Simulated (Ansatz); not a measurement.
# Zr(0001) with 2 thermally displaced layers, 2x2: scattering by thermal displacements

Aim: the resistivity of Zr at 500 K from frozen thermal displacements between perfect leads.

Calculated with Ansatz 0.2.0; Ansatz plane-wave DFT, PBE, PAW files; ballistic transport by layer matching (Landauer), zero bias; PAW set soft_1.

## Step 1: Starting point

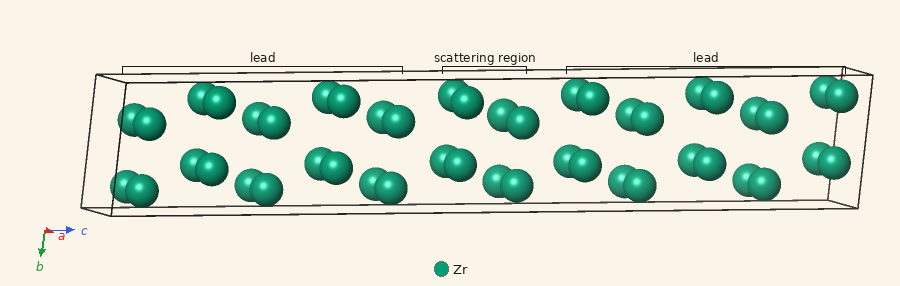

The cell as given, from the side, with the c axis across the page (zirconium teal).

The cell holds 48 atoms: 48 Zr. Its edges and angles: a = 6.464 Å, b = 6.464 Å, c = 30.882 Å, α = 90.0°, β = 90.0°, γ = 120.0°. It derives from Zr. Regions: lead, 40 atoms (40 Zr); scattering region, 8 atoms (8 Zr). The structure is stacked along c, and the current runs across the ab planes.

## Step 2: With 2 displaced layers

Each atom of 2 layers is moved at random, by amounts drawn from a normal law 0.0975 Å wide in each direction from the Debye model (291 K) at 500 K. The layers about the cell's end stay perfect and serve as the lead. Disorder leaves little or no symmetry, which makes such runs dear. Energies from -0.05 to 0.05 eV in steps of 0.05 eV are too few for the program's thermal sum, so it prints no conductance; for a metal the transmission near the Fermi level serves, at a fraction of the cost.

input.yaml

```yaml
crystal:
  lattice:
    - [6.464, 0.0, 0.0]
    - [-3.232, 5.5979882101, 0.0]
    - [0.0, 0.0, 30.882]
  atoms:
    - { symbol: Zr, position: [0.1666666667, 0.3333333333, 0.0416666667] }
    - { symbol: Zr, position: [0.1666666667, 0.8333333333, 0.0416666667] }
    - { symbol: Zr, position: [0.6666666667, 0.3333333333, 0.0416666667] }
    - { symbol: Zr, position: [0.6666666667, 0.8333333333, 0.0416666667] }
    - { symbol: Zr, position: [0.3333333333, 0.1666666667, 0.125] }
    - { symbol: Zr, position: [0.3333333333, 0.6666666667, 0.125] }
    - { symbol: Zr, position: [0.8333333333, 0.1666666667, 0.125] }
    - { symbol: Zr, position: [0.8333333333, 0.6666666667, 0.125] }
    - { symbol: Zr, position: [0.1666666667, 0.3333333333, 0.2083333333] }
    - { symbol: Zr, position: [0.1666666667, 0.8333333333, 0.2083333333] }
    - { symbol: Zr, position: [0.6666666667, 0.3333333333, 0.2083333333] }
    - { symbol: Zr, position: [0.6666666667, 0.8333333333, 0.2083333333] }
    - { symbol: Zr, position: [0.3333333333, 0.1666666667, 0.2916666667] }
    - { symbol: Zr, position: [0.3333333333, 0.6666666667, 0.2916666667] }
    - { symbol: Zr, position: [0.8333333333, 0.1666666667, 0.2916666667] }
    - { symbol: Zr, position: [0.8333333333, 0.6666666667, 0.2916666667] }
    - { symbol: Zr, position: [0.1666666667, 0.3333333333, 0.375] }
    - { symbol: Zr, position: [0.1666666667, 0.8333333333, 0.375] }
    - { symbol: Zr, position: [0.6666666667, 0.3333333333, 0.375] }
    - { symbol: Zr, position: [0.6666666667, 0.8333333333, 0.375] }
    - { symbol: Zr, position: [0.3340794078, 0.1643656427, 0.4603554005] }
    - { symbol: Zr, position: [0.3302505186, 0.6573362907, 0.4594750317] }
    - { symbol: Zr, position: [0.8612518194, 0.1831630765, 0.4561113634] }
    - { symbol: Zr, position: [0.8088168456, 0.655810371, 0.4584638158] }
    - { symbol: Zr, position: [0.1296891007, 0.3295223847, 0.5377328339] }
    - { symbol: Zr, position: [0.1508807322, 0.8238533421, 0.5406679822] }
    - { symbol: Zr, position: [0.6819552701, 0.3514920003, 0.541260832] }
    - { symbol: Zr, position: [0.6814859474, 0.8217468646, 0.5427765227] }
    - { symbol: Zr, position: [0.3333333333, 0.1666666667, 0.625] }
    - { symbol: Zr, position: [0.3333333333, 0.6666666667, 0.625] }
    - { symbol: Zr, position: [0.8333333333, 0.1666666667, 0.625] }
    - { symbol: Zr, position: [0.8333333333, 0.6666666667, 0.625] }
    - { symbol: Zr, position: [0.1666666667, 0.3333333333, 0.7083333333] }
    - { symbol: Zr, position: [0.1666666667, 0.8333333333, 0.7083333333] }
    - { symbol: Zr, position: [0.6666666667, 0.3333333333, 0.7083333333] }
    - { symbol: Zr, position: [0.6666666667, 0.8333333333, 0.7083333333] }
    - { symbol: Zr, position: [0.3333333333, 0.1666666667, 0.7916666667] }
    - { symbol: Zr, position: [0.3333333333, 0.6666666667, 0.7916666667] }
    - { symbol: Zr, position: [0.8333333333, 0.1666666667, 0.7916666667] }
    - { symbol: Zr, position: [0.8333333333, 0.6666666667, 0.7916666667] }
    - { symbol: Zr, position: [0.1666666667, 0.3333333333, 0.875] }
    - { symbol: Zr, position: [0.1666666667, 0.8333333333, 0.875] }
    - { symbol: Zr, position: [0.6666666667, 0.3333333333, 0.875] }
    - { symbol: Zr, position: [0.6666666667, 0.8333333333, 0.875] }
    - { symbol: Zr, position: [0.3333333333, 0.1666666667, 0.9583333333] }
    - { symbol: Zr, position: [0.3333333333, 0.6666666667, 0.9583333333] }
    - { symbol: Zr, position: [0.8333333333, 0.1666666667, 0.9583333333] }
    - { symbol: Zr, position: [0.8333333333, 0.6666666667, 0.9583333333] }
kpoints:
  mp_grid: { grid: [4, 4, 1] }
hamiltonian:
  xc: pbe
  pseudopotentials: { kind: paw, azcp: { folder: soft_1 } }
scf:
  occupations: { method: fermi_dirac, width: 0.1 }
output:
  transmission: { leads: [[0, 8]], kmesh: [8, 8], e_range: [-0.05, 0.05], de: 0.05 }
  write_potential: true
  write_density: true
  volumetric_format: npy
  elf: true
```

Command:

```bash
$ ansatz run input.yaml --threads 4 --pin off --max-ram 15360MiB --backend cpu --events-out ev --progress --plain --runs-dir out
```

Numbers of over 12 decimals in the logs are rounded to 6 here.

What it wrote:

```text
Engine: ansatz 0.2.0, aarch64-unknown-linux-gnu
Pseudopotentials: kind: paw
Pseudopotential: Zr, paw, valence charge 12, recommended cutoff 420 eV (normal), soft_1/Zr.paw.azcp
Functional definition: PBE
  parameter kappa = 0.804
  parameter beta = 0.066725
  exchange = pbe_x(kappa = kappa, mu = beta*pi^2/3)
  correlation = pbe_c(beta = beta)
Crystal: 48 atoms, lattice volume = 1117.477 Å³
Basis set: ecut = 420 eV, 21835 PW (Γ)
Bands: 346, of which v1, the nominal top of the filled ones, is band 288 counted from 1 (287 counted from 0)
Symmetry: 1 space group operations
Space group: P1 (ITA 1), of the structure as read, at distance tolerance 1.0e-4 Å
k-points: 10 of 16 (time reversal used)
Non-local potential: Zr, projectors of the file, l = 0: 3, l = 1: 2, l = 2: 2, l = 3: 1
PAW form: soft (Blöchl's): semilocal exchange-correlation on the pseudo side does not see the compensation charge
PAW one-centre angular grid: Zr, 590 points (default); XC on 64 Gauss nodes
Initial density: superposition of atomic densities (chi_scale 0.1, normalization cell)
Initial wavefunctions: pseudopotential atomic-orbital guess
Functional: x = pbe(κ = 0.804, μ = 0.219515), c = pbe(β = 0.066725)
SCF iter   1: F=—  HF=-200829.800628 eV  |F-HF|=—  |Δ(HF+E_count)|=         —  Δρ=2.91e-2  dr2=1.73e1  ethr=3.10e-3  ⟨swp⟩=5.2  Hψ=13158  notcnv=0
preconditioner: auto → Kerker (q_TF=auto, 2.443 Å⁻¹)  [metal: Δε(μ)=0.016 eV  Ē_g=2.597 eV  σ=0.100 eV  W_gap=0.04  n_scr=294 (ndim 8)  ℏωp=15.4 eV  f_vac=0.000  D(μ)=45.74/eV (n_scr^D=380)]
SCF iter   2: F=—  HF=-200826.788131 eV  |F-HF|=—  |Δ(HF+E_count)|=    3.01e0  Δρ=1.77e-2  dr2=4.59e0  ethr=3.00e-3  ⟨swp⟩=2.0  Hψ=4199  notcnv=0
SCF iter   3: F=—  HF=-200825.516034 eV  |F-HF|=—  |Δ(HF+E_count)|=    1.27e0  Δρ=4.12e-3  dr2=5.43e-1  ethr=7.97e-4  ⟨swp⟩=3.0  Hψ=6639  notcnv=0
SCF iter   4: F=—  HF=-200825.484470 eV  |F-HF|=—  |Δ(HF+E_count)|=   3.16e-2  Δρ=9.45e-4  dr2=3.27e-2  ethr=9.42e-5  ⟨swp⟩=2.0  Hψ=4203  notcnv=0
SCF iter   5: F=—  HF=-200825.483390 eV  |F-HF|=—  |Δ(HF+E_count)|=   1.08e-3  Δρ=3.07e-4  dr2=3.14e-3  ethr=5.68e-6  ⟨swp⟩=2.0  Hψ=5891  notcnv=0
SCF iter   6: F=—  HF=-200825.483205 eV  |F-HF|=—  |Δ(HF+E_count)|=   1.86e-4  Δρ=9.94e-5  dr2=2.62e-4  ethr=5.45e-7  ⟨swp⟩=2.6  Hψ=6754  notcnv=0
SCF iter   7: F=—  HF=-200825.483190 eV  |F-HF|=—  |Δ(HF+E_count)|=   1.49e-5  Δρ=2.71e-5  dr2=2.73e-5  ethr=4.54e-8  ⟨swp⟩=2.1  Hψ=5389  notcnv=0
SCF iter   8: F=—  HF=-200825.483308 eV  |F-HF|=—  |Δ(HF+E_count)|=   1.19e-4  Δρ=9.27e-6  dr2=3.20e-6  ethr=4.73e-9  ⟨swp⟩=2.1  Hψ=5250  notcnv=0
SCF iter   9: F=—  HF=-200825.483308 eV  |F-HF|=—  |Δ(HF+E_count)|=   1.25e-7  Δρ=2.38e-6  dr2=2.16e-7  ethr=5.55e-10  ⟨swp⟩=2.1  Hψ=4091  notcnv=0
SCF iter  10: F=-200825.483308 eV  HF=-200825.483308 eV  |F-HF|=7.54e-8  |Δ(HF+E_count)|=   3.41e-9  Δρ=1.06e-6  dr2=8.14e-8  ethr=1.74e-11  ⟨swp⟩=9.2  Hψ=8036  notcnv=0
SCF 1 converged in 10 iterations: F = -200825.483308 eV  dr2 = 8.14e-8
  greatest PAW one-centre occupation: 0.997 electrons in one spin orbital (limit 2), on the Zr atom at site 24 (counted from 0), in its partial waves of l = 0
transmission: 168 of 1666 steps passed
transmission: 342 of 1666 steps passed
[...]
transmission: 1666 of 1666 steps passed
SCF converged after 10 iterations
Free energy (F): -200825.483308 eV
Harris-Foulkes:  -200825.483308 eV  (|F-HF|=7.54e-8)
Internal energy: -200823.723233 eV  (E = F + TS)
E sigma→0 (E₀):  -200824.603270 eV
Entropy (-TS):   -1.760076 eV (-36.668 meV/atom)
Fermi energy:    13.951786 eV
--- Per-component energies (eV) ---
  E_band       = -4664.196448
  E_kinetic    = 15154.112905
  E_local      = -29075.319595  (includes V_loc(G=0)·N_el)
  E_nonlocal   = 3605.012214
  E_hartree    = 9470.169871
  E_xc         = -7417.734302
  E_vxc        = -8764.551183  (∫ρ·V_xc dr)
  E_paw        = -142266.777033  (= ΣΔE_a)
  E_vpaw       = -4523.787013  (= ΣTr[D̂ρ^β])
  E_aug_tail   = -0.001205  (compensation charges beyond the density's cutoff)
  E_ewald      = -50293.186088
  E_smearing   = -1.760076  (= −TS)
  E_closure    = -0.000000  (closes the sum)
  Σ components = -200825.483308   (vs F -200825.483308, Δ=0.00e0)
--- Band table (eV; the first three rows and the last of 10) ---
  k-point 0: bands = [... 284 lower, 14.5186, 14.5937, 14.6130, 14.6341, 14.6431, 14.6637, 14.6702, 14.6745, ... 54 higher]
  k-point 1: bands = [... 284 lower, 14.1239, 14.1328, 14.1493, 14.1619, 14.1870, 14.2053, 14.2072, 14.2920, ... 54 higher]
  k-point 2: bands = [... 284 lower, 13.5917, 13.5963, 13.6592, 13.6894, 13.8406, 13.8632, 13.8933, 13.9021, ... 54 higher]
  k-point 9: bands = [... 284 lower, 13.5848, 13.6018, 13.6428, 13.6841, 13.8612, 13.8734, 13.9004, 13.9104, ... 54 higher]
--- Transmission ---
  basis      : 313 plane waves across, 49 finite elements along
  points     : 34, standing for a mesh of 8 x 8
  energies   : 3 from -0.050000 to 0.050000 eV about the Fermi level, 0.050000 eV apart; the leads are filled to 0.000000 eV, and channels, transmission and decay are at 0.000000 eV
  crystal 0  : Zr8, at the sites [0, 8], period 5.1470 Å, over 25.74 Å; its Hamiltonian steps by up to 13.3 meV
    offset         : up to 0.0000 Å between an atom of the period and one for which it stands
    channels       : 2.625000e0 a spin
    conductance    : none, the energies end too early or step too widely for 300 K: set another output.transmission.e_range or a lower de, or, where they end at an eighth of basis.ecutwfc, a higher one
    slowest decay  : 0.0512 /Å at (0.0000, 0.0000)
  junction   : crystal 0 to crystal 0, 0.70 to 26.43 Å
    transmission   : 2.004838e0 a spin
    conductance    : none, the energies end too early or step too widely for 300 K: set another output.transmission.e_range or a lower de, or, where they end at an eighth of basis.ecutwfc, a higher one
```

The job ended after 14 min (4 threads of Arm Neoverse V1, shared host; peak memory 7.3 GiB).

Numbers from this step:

```
free energy                                    : -200825.4833 eV
energy at zero smearing                        : -200824.6033 eV
Fermi energy                                   : 13.95 eV
cell area                                      : 36.19 Å²
transmission per spin nearest the Fermi level  : 2.005
open channels per spin nearest the Fermi level : 2.625
step of the lead's potential                   : 13.3 meV
```

Per spin. The transmission, zone mean by energy, zero at the Fermi level:

```tsv
energy (eV)	transmission, zone mean
-0.0500	2.31
0.0000	2.00
0.0500	2.10
```

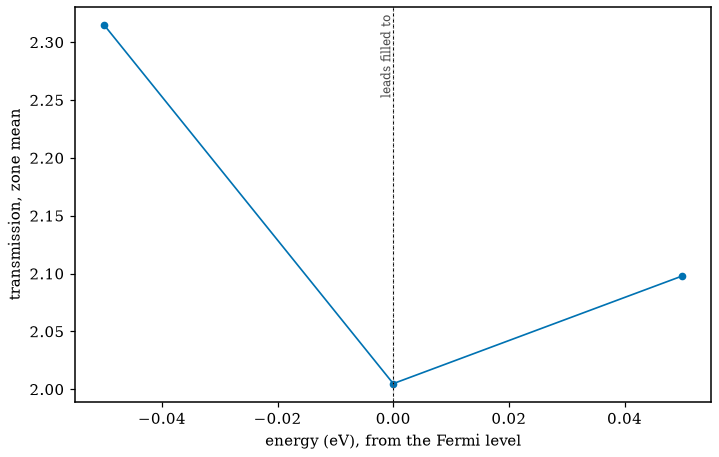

Transmission, zone mean against energy.

Per spin. The open channels, zone mean, lead by energy, zero at the Fermi level:

```tsv
energy (eV)	open channels, zone mean, lead
-0.0500	2.81
0.0000	2.62
0.0500	2.84
```

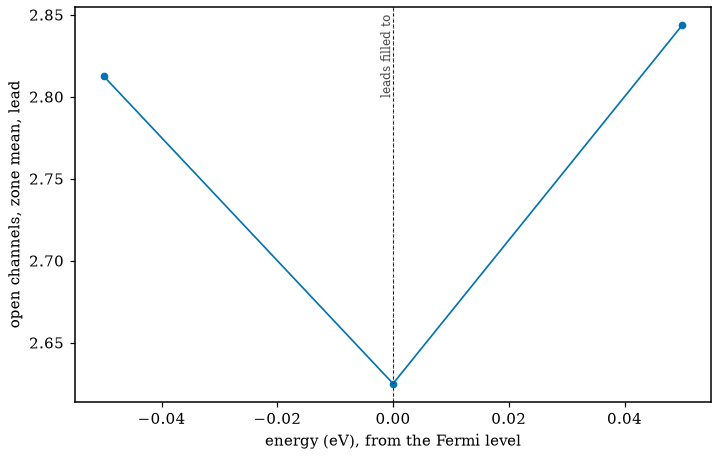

Open channels, zone mean, lead against energy.

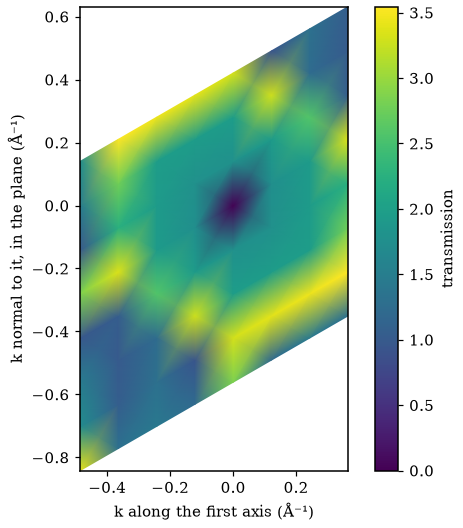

Transmission over k1 and k2. At 0.0000 eV from the Fermi level.

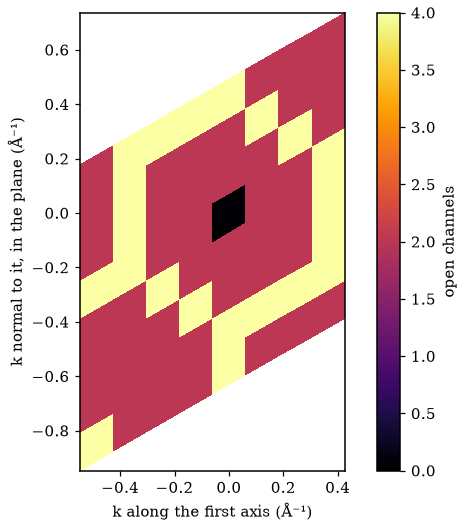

Open channels over k1 and k2. At 0.0000 eV from the Fermi level.

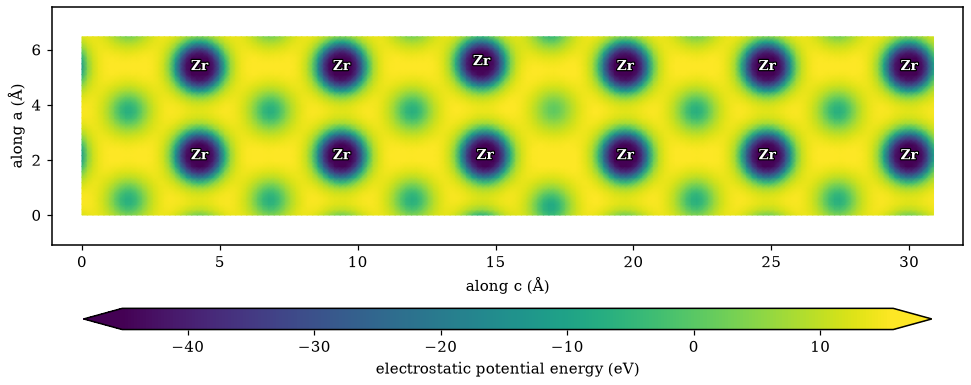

Electrostatic potential energy in the ca plane at fractional y = 0.164, with atoms of Zr within 0.2 Å of it. With pseudopotentials it is smooth inside the atoms' cores, unlike the true potential.

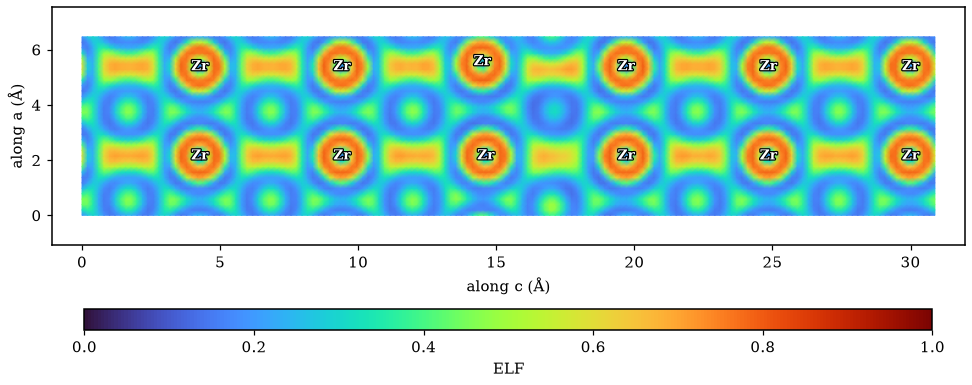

ELF in the ca plane at fractional y = 0.164, with atoms of Zr within 0.2 Å of it. It is the smooth field of the valence electrons, not physical close to the nuclei.

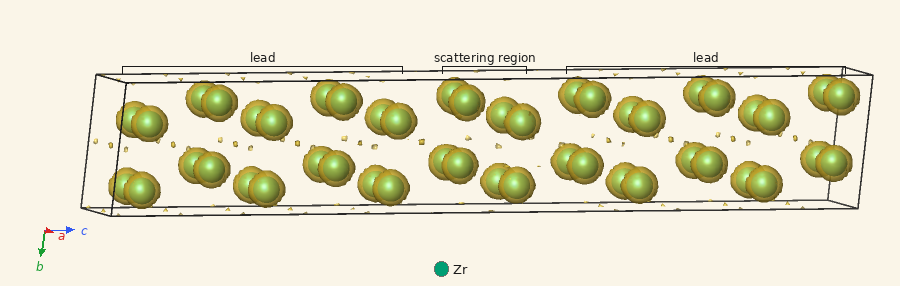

Surface of ELF = 0.72.

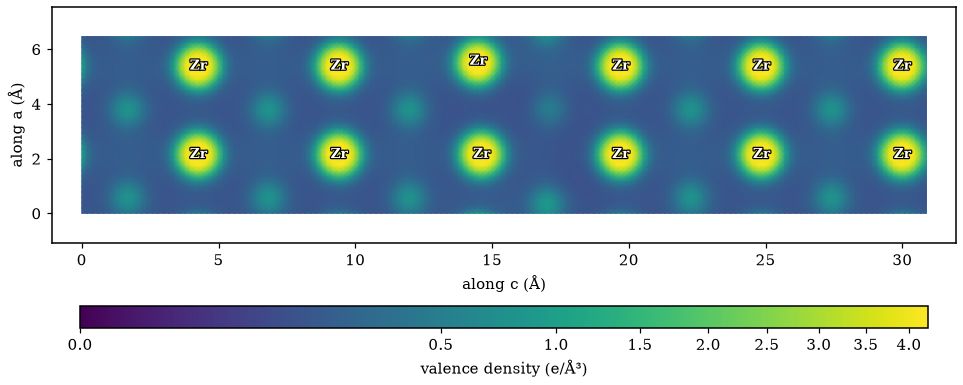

Valence density in the ca plane at fractional y = 0.164, with atoms of Zr within 0.2 Å of it. It is the smooth field of the valence electrons, not physical close to the nuclei. The colour scale is stretched toward low values.

Over the solved energies the transmission per spin lies between 2.00 and 2.31, out of 2.76 channels of the lead on average (up to 2.84).

[end of part 1 of 2]

[Logs are printed without paths, hosts, clocks, repeated set-up lines and the standing remarks that a program may print on its own settings, such as how far it seeks lower states.]

[Hosts, paths, dates, database ids (printed as entryN), source tags and the programs' standing remarks are cut or masked in the printed files.]
